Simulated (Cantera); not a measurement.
A closed system holds: 1 mol SiC, 1.5 mol H2, held at 13.3 mbar.

These are equilibrium values from Cantera (NASA tables, ideal gas, pure condensed phases), not measurements of a reactor. Candidate condensed phases: C, C6H6, C7H8, C8H18, Si, SiC; 87 gas species. Gases not in the tables: Si2H6 and higher silanes. Kinetics and transport are ignored.

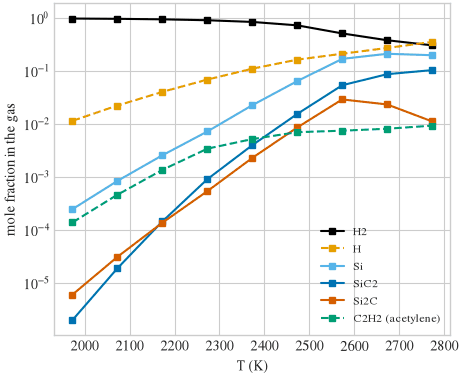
Fig. 1. Equilibrium gas composition (values under 1e-9 drawn at 1e-9)

From 1973 K to 2173 K the condensed part is SiC(s). From 2273 K to 2573 K the condensed part is C(graphite) + SiC(s). From 2673 K to 2773 K the condensed part is C(graphite). The main Si-bearing gas is Si throughout.
